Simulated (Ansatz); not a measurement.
# CH3FOSi: energies of removing a hydrogen

A script is to give energies of removing a hydrogen; the system is CH3FOSi. SMILES: O=C[SiH2]F.

All numbers are computed with Ansatz 0.2.0 through its Python package. Level of theory: r2SCAN0/6-31G*.

## (1) The structure

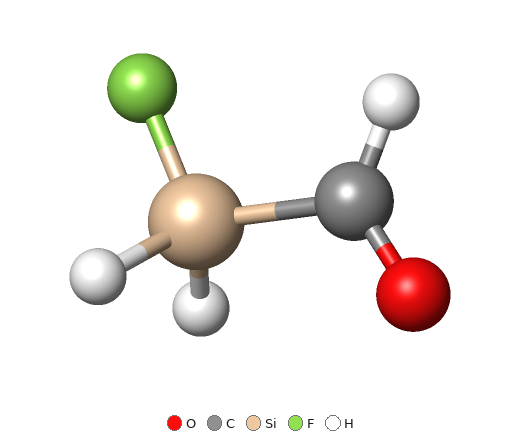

The structure that the script starts from, seen from a chosen angle (oxygen red, carbon grey, silicon light orange, fluorine green, hydrogen white).

No structure file is read: the coordinates are typed or built in the script.

## (2) The script

bde_ch3fosi.py reads:

```python
"""X-H bond energies of CH3FOSi without relaxation."""

import ansatz as az


def energy(molecule, charge=0, unpaired=0):
    calc = (
        molecule.calculation()
        .basis(gaussian="6-31G*")
        .functional("r2scan0")
    )
    if charge:
        calc = calc.charge(charge)
    if unpaired:
        calc = calc.spin("collinear", total=unpaired)
    report = calc.run(threads=1).report
    if report["published_state_doubts"]:
        print("  doubts:", report["published_state_doubts"])
    return report["free_energy_ev"]

GEOMETRY = """
O     0.64110   -1.82070    0.88070
C     0.16770   -1.13840   -0.08660
Si   -0.14420    0.70640    0.06230
F    -0.58760    1.27620   -1.33120
H    -0.05770   -1.59010   -1.08170
H    -1.12550    1.05010    1.11450
H     1.16750    1.44840    0.39610
"""

def without(molecule, index):
    rest = az.Crystal.molecule()
    for i, site in enumerate(molecule.cartesian_sites):
        if i != index:
            rest = rest.atom(site.symbol, site.position_ang)
    return rest


def main() -> None:
    system = az.Crystal.molecule()
    for line in GEOMETRY.strip().splitlines():
        symbol, *xyz = line.split()
        system = system.atom(symbol, [float(v) for v in xyz])

    whole = energy(system, 0)
    hydrogen = energy(az.Crystal.molecule().atom("H", (0, 0, 0)), 0, 1)
    print(f"E(molecule) = {whole:.5f} eV, E(H) = {hydrogen:.5f} eV")
    for index in [4, 6]:
        radical = energy(without(system, index), 0, 1)
        print(f"H{index}: homolysis {23.060548 * (radical + hydrogen - whole):.1f} kcal/mol")
        anion = energy(without(system, index), -1)
        print(f"H{index}: loss of a proton {23.060548 * (anion - whole):.1f} kcal/mol")


if __name__ == "__main__":
    main()
```

## (3) The calls as engine input

The package turns the script's settings into the engine's input (first run):

```yaml
crystal:
  periodic: [false, false, false]
  atoms:
    - { symbol: O, position_ang: [0.6411, -1.8207, 0.8807] }
    - { symbol: C, position_ang: [0.1677, -1.1384, -0.0866] }
    - { symbol: Si, position_ang: [-0.1442, 0.7064, 0.0623] }
    - { symbol: F, position_ang: [-0.5876, 1.2762, -1.3312] }
    - { symbol: H, position_ang: [-0.0577, -1.5901, -1.0817] }
    - { symbol: H, position_ang: [-1.1255, 1.0501, 1.1145] }
    - { symbol: H, position_ang: [1.1675, 1.4484, 0.3961] }
basis:
  gaussian:
    orbitals: "6-31G*"
hamiltonian:
  xc: r2scan0
```

## (4) Launch

On the command line:

```bash
$ python bde_ch3fosi.py
```

Q: Predict the main results. Wanted: weakest bond to hydrogen among those tried; easiest loss of a proton among those tried.

The runs gave:

```
                                              quantity                               value
weakest bond to hydrogen among those tried (homolysis)  H4 (counted from 0), 87.4 kcal/mol
            easiest loss of a proton among those tried                  H6, 380.4 kcal/mol
                                         runs compared                                   6
```

In words: Atoms are numbered as in the script, from 0. The fragments aren't relaxed and zero-point energy is left out, so these aren't bond dissociation enthalpies. Losing a bare proton in the gas phase costs far more than homolysis, as charges must be parted. All 6 runs converged, in 8 to 29 cycles. Notes:
- The geometry is a force-field or estimated start, not a minimum of this method, and the basis set is short of its limit. All parts are taken at fixed geometry, without zero-point energy.
- Anions want diffuse functions, which this basis lacks.
